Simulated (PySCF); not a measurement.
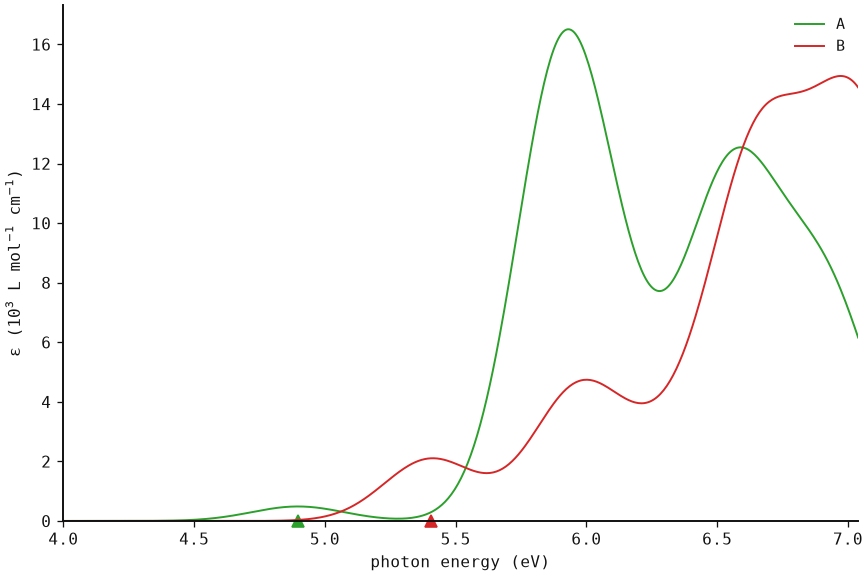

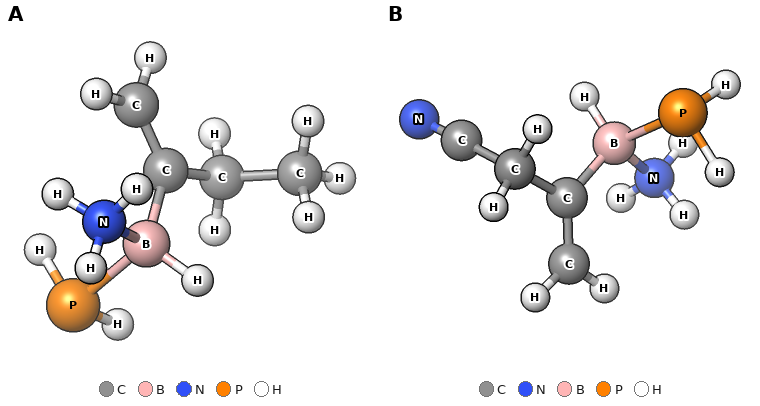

Related molecules: A is C₄H₁₃BNP, SMILES C=C(CC)[B@@H-]([NH3+])P; B is C₄H₁₀BN₂P, SMILES C=C(CC#N)[B@H-]([NH3+])P. Vertical TDDFT absorption, CAM-B3LYP/def2-SVPD with PySCF 2.14.0, at a GFN2-xTB geometry (no frequency check); Gaussians of 1/e half-width 0.25 eV, triangles mark S1, and the range ends where the computed states of one molecule run out.

Question: How does the lowest singlet move?

Answer: A: 4.90 eV (f = 0.008, mainly HOMO → LUMO (94 %)); B: 5.40 eV (f = 0.032, mainly HOMO → LUMO (93 %)). From A to B it shifts 0.51 eV to the blue.

Question: And the brightest state of each within the range drawn?

Answer: A: S2 at 5.90 eV, f = 0.22; B: S4 at 6.64 eV, f = 0.17.

Caveats, for all or some of the runs: core orbitals are frozen in the response; one conformer of a flexible molecule; the tight-binding geometry is rougher than a DFT one and adds to the error.
